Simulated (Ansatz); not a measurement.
# CH4Si (triplet): from Hartree-Fock to the top rungs at a displaced geometry (v2), cc-pVDZ

How much of the correlation energy of CH4Si (triplet) does each wave-function method recover here?

Method: cc-pVDZ, core rule «outside noble gas», up to 6 orbitals frozen; program: Ansatz 0.2.0, Gaussian basis.

The runs, in order: UHF; CCSD(T) on ROHF; CCSD(T) on UHF; BCCD(T) on ROHF; CISD; CCSDT(Q) on ROHF; CCSDT(Q) on UHF.

23 further runs of the same task are left out: 10 that didn't finish, 13 set aside as unsound or not needed.

### 1 What is computed

The geometry is a PBE0/def2-TZVP stationary point (not a proven minimum) with its atoms shifted at random (size 0.100 Å).

6 atoms, charge 0, spin multiplicity 3.

Atoms are counted from 1 here; the program's logs count them from 0.

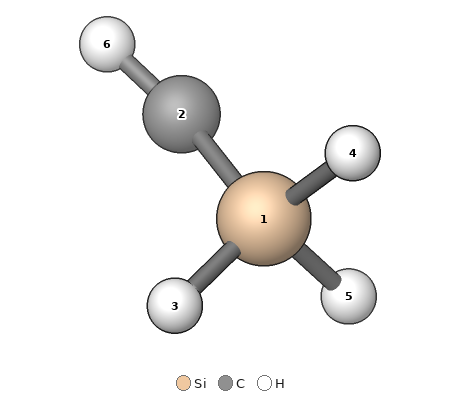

The structure; silicon light orange, carbon grey, hydrogen white; atoms are numbered from 1 in the order of the file.

In the tables R marks a restricted open-shell determinant and U an unrestricted one; energies count from the table's Hartree-Fock row.

### 2 UHF

in.yaml

```yaml
crystal:
  periodic: [false, false, false]
  atoms:
    - {symbol: Si, position_ang: [0.048902, 0.019610, 0.520294]}
    - {symbol: C, position_ang: [-0.115972, -0.055391, -1.273769]}
    - {symbol: H, position_ang: [-0.039351, 1.412506, 0.985042]}
    - {symbol: H, position_ang: [1.250914, -0.738941, 1.084688]}
    - {symbol: H, position_ang: [-1.266461, -0.758073, 0.981805]}
    - {symbol: H, position_ang: [0.074228, 0.198146, -2.370795]}
basis:
  gaussian: {orbitals: cc-pVDZ}
magnetization: {spin_polarized: true, initial_magnetization: 2}
hamiltonian: {xc: hf}
output: {orbitals: {seedname: orbitals}}
```

Launch:

```
ansatz run in.yaml --threads 1 --pin off --events-out ev --progress --plain --max-ram 2393MiB
```

Standard output:

```text
Functional definition: HF
  name "HF"
  cite "Fock, Z. Phys. 61, 126 (1930) doi:10.1007/BF01340294"
  parent pbe
  exchange = exact_x
  correlation = 0
488 factors; integrals over basis functions are off by at most 9.5e-4 eV
mean field evaluation 1: about -8951.5494 eV, gradient 1.1e1 eV
mean field evaluation 2: about -8951.5518 eV, gradient 1.1e1 eV
mean field evaluation 4: about -8953.1489 eV, gradient 1.7e0 eV
mean field evaluation 8: about -8953.1908 eV, gradient 1.6e-3 eV
mean field -8953.19077234 eV, -329.0236921927 hartree, gradient 1.2e-5 eV, S^2 2.026649; 0 other end points of the search recorded, 0 dependent functions left out
reference -8953.19077234 eV, -329.0236921927 hartree; 13, 11 occupied and 39, 41 virtual orbitals, 488 factors
Total energy: -8953.19077234 eV, -329.0236921927 hartree
```

Run time: 0.36 s. Hardware: 1 thread of Arm Neoverse V1, shared host.

From the report: ⟨S²⟩ of the determinant 2.027 (pure triplet: 2.00).

### 3 CCSD(T) on ROHF

in.yaml: that of step 2 with these lines changed.

```diff
@@ -11,4 +11,4 @@
   gaussian: {orbitals: cc-pVDZ}
-magnetization: {spin_polarized: true, initial_magnetization: 2}
-hamiltonian: {xc: hf}
-output: {orbitals: {seedname: orbitals}}
+magnetization: {spin_polarized: false, initial_magnetization: 2}
+correlation: {method: ccsd_t, electrons: outside_noble_gas}
+output: {forces: true}
```

The command is unchanged.

Standard output, shortened:

```text
Functional definition: HF
  name "HF"
  cite "Fock, Z. Phys. 61, 126 (1930) doi:10.1007/BF01340294"
  parent pbe
[...]
488 factors; integrals over basis functions are off by at most 9.5e-4 eV
[...]
mean field -8952.97214851 eV, -329.0156579154 hartree, gradient 1.8e-6 eV, S^2 2.000000; 0 other end points of the search recorded, 0 dependent functions left out
6 core orbitals not correlated: weight in the atoms' cores, before any rotation towards them, 1.000 or more for the frozen orbitals, at most 0.000 for the correlated occupied ones
reference -8952.97214851 eV, -329.0156579154 hartree; 7, 5 occupied and 39, 41 virtual orbitals, 488 factors
second order -5.27257323 eV of doubles, -0.11476378 eV of singles
cycle   1  -6.25138860 eV  change   -8.6e-1 eV  update   6.7e-2
[...]
cycle  12  -6.56932827 eV  change    4.5e-7 eV  update   1.3e-6
perturbative correction -0.14268224 eV, -0.0052434757 hartree
[...]
Total energy: -8959.68415903 eV, -329.2623197522 hartree
Atom 0 at     0.048902     0.019610     0.520294 Å, force    -1.204375    -1.516809     1.187725 eV/Å
Atom 1 at    -0.115972    -0.055391    -1.273769 Å, force     0.390060     0.284608    -2.544743 eV/Å
Atom 2 at    -0.039351     1.412506     0.985042 Å, force     0.158057     0.348179     0.262892 eV/Å
Atom 3 at     1.250914    -0.738941     1.084688 Å, force    -0.390032     0.449589    -0.259303 eV/Å
Atom 4 at    -1.266461    -0.758073     0.981805 Å, force     1.233391     0.730662    -0.107948 eV/Å
Atom 5 at     0.074228     0.198146    -2.370795 Å, force    -0.187100    -0.296230     1.461376 eV/Å
Dipole moment:     0.111487     0.089563    -0.087515 e Å
```

Run time: 6 s. Hardware: 1 thread of Arm Neoverse V1, shared host.

From the report: correlation -6.7120 eV; T1 0.022; largest double amplitude 0.02.

### 4 CCSD(T) on UHF

in.yaml: that of step 3 with these lines changed.

```diff
@@ -11,3 +11,3 @@
   gaussian: {orbitals: cc-pVDZ}
-magnetization: {spin_polarized: false, initial_magnetization: 2}
+magnetization: {spin_polarized: true, initial_magnetization: 2}
 correlation: {method: ccsd_t, electrons: outside_noble_gas}
```

Same command.

Standard output, shortened:

```text
Functional definition: HF
  name "HF"
  cite "Fock, Z. Phys. 61, 126 (1930) doi:10.1007/BF01340294"
  parent pbe
[...]
488 factors; integrals over basis functions are off by at most 9.5e-4 eV
[...]
mean field -8953.19077234 eV, -329.0236921927 hartree, gradient 2.1e-6 eV, S^2 2.026649; 0 other end points of the search recorded, 0 dependent functions left out
6 core orbitals not correlated: weight in the atoms' cores, before any rotation towards them, 1.000 or more for the frozen orbitals, at most 0.000 for the correlated occupied ones
reference -8953.19077234 eV, -329.0236921927 hartree; 7, 5 occupied and 39, 41 virtual orbitals, 488 factors
second order -5.17982617 eV of doubles, -0.00000000 eV of singles
cycle   1  -6.02819628 eV  change   -8.5e-1 eV  update   6.6e-2
[...]
cycle  12  -6.35485797 eV  change   -8.6e-8 eV  update   1.5e-6
perturbative correction -0.13944060 eV, -0.0051243475 hartree
[...]
Total energy: -8959.68507090 eV, -329.2623532630 hartree
Atom 0 at     0.048902     0.019610     0.520294 Å, force    -1.204651    -1.516942     1.188649 eV/Å
Atom 1 at    -0.115972    -0.055391    -1.273769 Å, force     0.390595     0.285154    -2.546163 eV/Å
Atom 2 at    -0.039351     1.412506     0.985042 Å, force     0.158064     0.348038     0.262677 eV/Å
Atom 3 at     1.250914    -0.738941     1.084688 Å, force    -0.390142     0.449635    -0.259539 eV/Å
Atom 4 at    -1.266461    -0.758073     0.981805 Å, force     1.233553     0.730736    -0.107938 eV/Å
Atom 5 at     0.074228     0.198146    -2.370795 Å, force    -0.187418    -0.296621     1.462314 eV/Å
Dipole moment:     0.111519     0.089578    -0.087530 e Å
```

It took 5.5 s on 1 thread of Arm Neoverse V1, shared host.

From the report: ⟨S²⟩ of the determinant 2.027 (pure triplet: 2.00); correlation -6.4943 eV; T1 0.014; largest double amplitude 0.02.

### 5 BCCD(T) on ROHF

in.yaml: that of step 4 with these lines changed.

```diff
@@ -11,4 +11,3 @@
   gaussian: {orbitals: cc-pVDZ}
-magnetization: {spin_polarized: true, initial_magnetization: 2}
-correlation: {method: ccsd_t, electrons: outside_noble_gas}
-output: {forces: true}
+magnetization: {spin_polarized: false, initial_magnetization: 2}
+correlation: {method: bccd_t, electrons: outside_noble_gas}
```

Same command.

Standard output, shortened:

```text
Functional definition: HF
  name "HF"
  cite "Fock, Z. Phys. 61, 126 (1930) doi:10.1007/BF01340294"
  parent pbe
[...]
488 factors; integrals over basis functions are off by at most 9.5e-4 eV
[...]
mean field -8952.97214851 eV, -329.0156579154 hartree, gradient 1.8e-6 eV, S^2 2.000000; 0 other end points of the search recorded, 0 dependent functions left out
6 core orbitals not correlated: weight in the atoms' cores, before any rotation towards them, 1.000 or more for the frozen orbitals, at most 0.000 for the correlated occupied ones
reference -8952.97214851 eV, -329.0156579154 hartree; 7, 5 occupied and 39, 41 virtual orbitals, 488 factors
second order -5.27257323 eV of doubles, -0.11476378 eV of singles
cycle   1  -6.27822032 eV  change   -8.9e-1 eV  update   6.7e-2
[...]
cycle  10  -6.56593690 eV  change   -1.0e-6 eV  update   9.8e-6
perturbative correction -0.14699690 eV, -0.0054020363 hartree
Total energy: -8959.68508231 eV, -329.2623536822 hartree
```

It took 2 s on 1 thread of Arm Neoverse V1, shared host.

From the report: correlation -6.7129 eV; largest double amplitude 0.02.

### 6 CISD

in.yaml: that of step 5 with these lines changed.

```diff
@@ -12,2 +12,2 @@
 magnetization: {spin_polarized: false, initial_magnetization: 2}
-correlation: {method: bccd_t, electrons: outside_noble_gas}
+correlation: {active_space: {ras: {orbitals: [5, 2, 39], electrons: 12, max_holes: 2, max_particles: 2}, fixed_orbitals: true}}
```

The command is unchanged.

Standard output:

```text
Functional definition: HF
  name "HF"
  cite "Fock, Z. Phys. 61, 126 (1930) doi:10.1007/BF01340294"
  parent pbe
  exchange = exact_x
  correlation = 0
488 factors; integrals over basis functions are off by at most 9.5e-4 eV
mean field evaluation 1: about -8951.4483 eV, gradient 1.3e1 eV
mean field evaluation 2: about -8951.4507 eV, gradient 1.3e1 eV
mean field evaluation 4: about -8952.9454 eV, gradient 2.3e0 eV
mean field evaluation 8: about -8952.9721 eV, gradient 7.8e-4 eV
mean field -8952.97214851 eV, -329.0156579154 hartree, gradient 1.8e-6 eV, S^2 2.000000; 0 other end points of the search recorded, 0 dependent functions left out
reference -8952.97214851 eV, -329.0156579154 hartree; 13, 11 occupied and 39, 41 virtual orbitals, 488 factors
state -8959.02689030 eV, -329.2381655720 hartree
Total energy: -8959.02689030 eV, -329.2381655720 hartree
```

It took 4.4 s on 1 thread of Arm Neoverse V1, shared host.

From the report: 333,226 determinants.

### 7 CCSDT(Q) on ROHF

in.yaml: that of step 6 with these lines changed.

```diff
@@ -12,2 +12,2 @@
 magnetization: {spin_polarized: false, initial_magnetization: 2}
-correlation: {active_space: {ras: {orbitals: [5, 2, 39], electrons: 12, max_holes: 2, max_particles: 2}, fixed_orbitals: true}}
+correlation: {method: ccsdt_q, electrons: outside_noble_gas}
```

The command is unchanged.

Standard output, shortened:

```text
Functional definition: HF
  name "HF"
  cite "Fock, Z. Phys. 61, 126 (1930) doi:10.1007/BF01340294"
  parent pbe
[...]
976 factors; integrals over basis functions are off by at most 2.4e-7 eV
[...]
mean field -8952.97220646 eV, -329.0156600448 hartree, gradient 1.8e-6 eV, S^2 2.000000; 0 other end points of the search recorded, 0 dependent functions left out
6 core orbitals not correlated: weight in the atoms' cores, before any rotation towards them, 1.000 or more for the frozen orbitals, at most 0.000 for the correlated occupied ones
reference -8952.97220646 eV, -329.0156600448 hartree; 7, 5 occupied and 39, 41 virtual orbitals, 976 factors
second order -5.27260635 eV of doubles, -0.11476351 eV of singles
cycle   1  -6.25137196 eV  change   -8.6e-1 eV  update   7.3e-2
[...]
cycle  16  -6.74158016 eV  change    8.5e-7 eV  update   5.2e-7
perturbative correction -0.00618822 eV, -0.0002274128 hartree
Total energy: -8959.71997484 eV, -329.2636359589 hartree
```

Wall time 2 min (1 thread of Arm Neoverse V1, shared host); peak memory 0.85 GiB.

From the report: correlation -6.7478 eV; T1 0.022; largest double amplitude 0.03.

### 8 CCSDT(Q) on UHF

in.yaml: that of step 7 with these lines changed.

```diff
@@ -11,3 +11,3 @@
   gaussian: {orbitals: cc-pVDZ}
-magnetization: {spin_polarized: false, initial_magnetization: 2}
+magnetization: {spin_polarized: true, initial_magnetization: 2}
 correlation: {method: ccsdt_q, electrons: outside_noble_gas}
```

The command is unchanged.

Standard output, shortened:

```text
Functional definition: HF
  name "HF"
  cite "Fock, Z. Phys. 61, 126 (1930) doi:10.1007/BF01340294"
  parent pbe
[...]
976 factors; integrals over basis functions are off by at most 2.4e-7 eV
[...]
mean field -8953.19082977 eV, -329.0236943033 hartree, gradient 2.1e-6 eV, S^2 2.026648; 0 other end points of the search recorded, 0 dependent functions left out
6 core orbitals not correlated: weight in the atoms' cores, before any rotation towards them, 1.000 or more for the frozen orbitals, at most 0.000 for the correlated occupied ones
reference -8953.19082977 eV, -329.0236943033 hartree; 7, 5 occupied and 39, 41 virtual orbitals, 976 factors
second order -5.17985827 eV of doubles, -0.00000000 eV of singles
cycle   1  -6.02817979 eV  change   -8.5e-1 eV  update   7.2e-2
[...]
cycle  16  -6.52405231 eV  change    7.1e-7 eV  update   5.7e-7
perturbative correction -0.00632526 eV, -0.0002324492 hartree
Total energy: -8959.72120735 eV, -329.2636812528 hartree
```

Run time: 1.8 min. Hardware: 1 thread of Arm Neoverse V1, shared host; peak memory 0.71 GiB.

From the report: ⟨S²⟩ of the determinant 2.027 (pure triplet: 2.00); correlation -6.5304 eV; T1 0.015; largest double amplitude 0.02.

### 9 The ladder

The yardstick is UCCSDT(Q), where the cluster series has nearly closed. Rows without a time come out of other runs: HF, MP2 and CCSD of CCSD(T), CCSDT of CCSDT(Q). The times of RCCSD(T), UCCSD(T) include forces.

Differences are taken before rounding.

```
   method  energy from the lowest RHF (meV)  from UCCSDT(Q) (meV)     time
      RHF                               0.0               +6749.1         
      UHF                            -218.6               +6530.4         
     RMP2                           -5387.3               +1361.7         
     UMP2                           -5398.4               +1350.6         
     CISD                           -6054.7                +694.3    4.4 s
    RCCSD                           -6569.3                +179.7         
    UCCSD                           -6573.5                +175.6         
 RCCSD(T)                           -6712.0                 +37.0      6 s
 UCCSD(T)                           -6712.9                 +36.1    5.5 s
  BCCD(T)                           -6712.9                 +36.1      2 s
   RCCSDT                           -6741.6                  +7.4         
   UCCSDT                           -6742.7                  +6.3         
RCCSDT(Q)                           -6747.8                  +1.2    2 min
UCCSDT(Q)                           -6749.1                     0  1.8 min
```

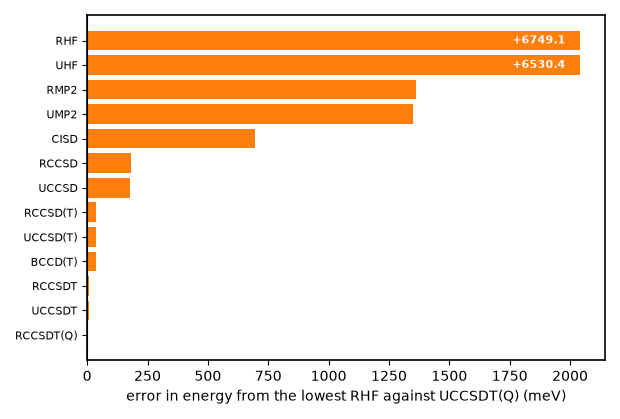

Error of each method against UCCSDT(Q). Bars with a number in them are cut short.

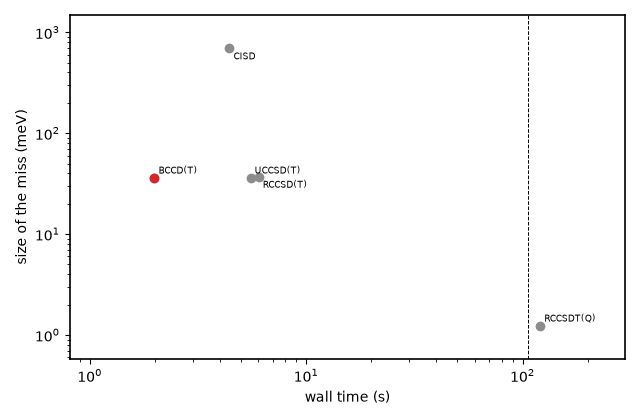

Accuracy for the time spent; red marks the levels that beat every quicker one drawn (of those quicker than the yardstick), and the dashed line is the time of UCCSDT(Q). Times are from a shared host.

### 10 Summary of results

| quantity | value |
| --- | --- |
| UCCSDT(Q) below the RHF energy | -6.7491 eV |
| RMP2 from UCCSDT(Q) | +1361.7 meV |
| UMP2 from UCCSDT(Q) | +1350.6 meV |
| RCCSD from UCCSDT(Q) | +179.7 meV |
| RCCSD(T) from UCCSDT(Q) | +37.0 meV |
| UCCSD(T) from UCCSDT(Q) | +36.1 meV |
| RCCSDT(Q) from UCCSDT(Q) | +1.2 meV |
| levels within 1 kcal/mol (43 meV) | RCCSD(T), UCCSD(T), BCCD(T), RCCSDT, UCCSDT, RCCSDT(Q) |
| T1 diagnostic | 0.022 |

**Reading.** RCCSD(T) misses by +37.0 meV, 0.5 % of the correlation energy. These misses are within one basis, not against nature; the frozen cores of restricted and unrestricted runs differ, which can shift their rows.

For cost: BCCD(T) gets within 36.1 meV in 2 s, where UCCSDT(Q) took 1.8 min.
